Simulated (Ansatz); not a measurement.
```xyz
5

F     0.1498   -0.1162    1.7727
F     1.3037   -1.1690   -0.4506
Ge    0.0757   -0.0724    0.0532
I    -2.1241   -0.9181   -0.6898
I     0.6446    2.2021   -0.7269
```

Geometry: PBE0-D4/def2-SVP; core potentials replace the inner electrons of I.

All numbers below come from isolated molecule in a Gaussian basis; Kohn-Sham density functional theory, functional PBE0 in Ansatz.

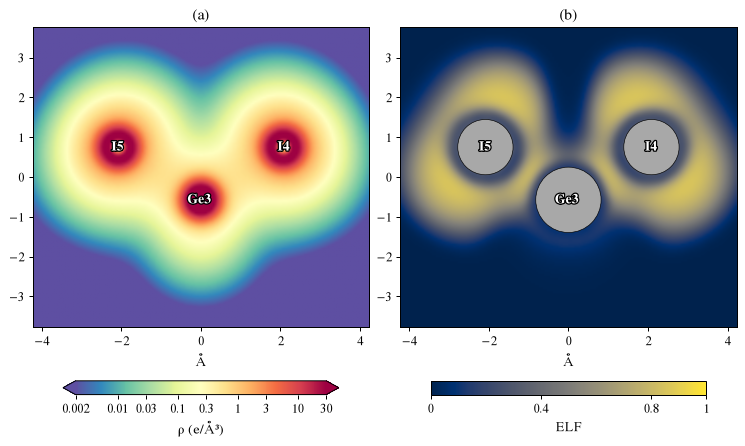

F$_{2}$GeI$_{2}$. (a) electron density; (b) ELF on the plane of atoms I4, Ge3 and I5. Grey discs cover the atomic cores in the ELF map.

> Interpret the plot.

Atoms in the plane: Ge and I. Ge–I (2.47 Å): the density is about 0.64 e/Å³ at the midpoint; the ELF peaks at about 0.80 in the valence shell of I, 1.3 Å from its nucleus, and is about 0.80 at the midpoint. The ELF also peaks beside I5 and I4, away from the bonds: lone-pair regions.
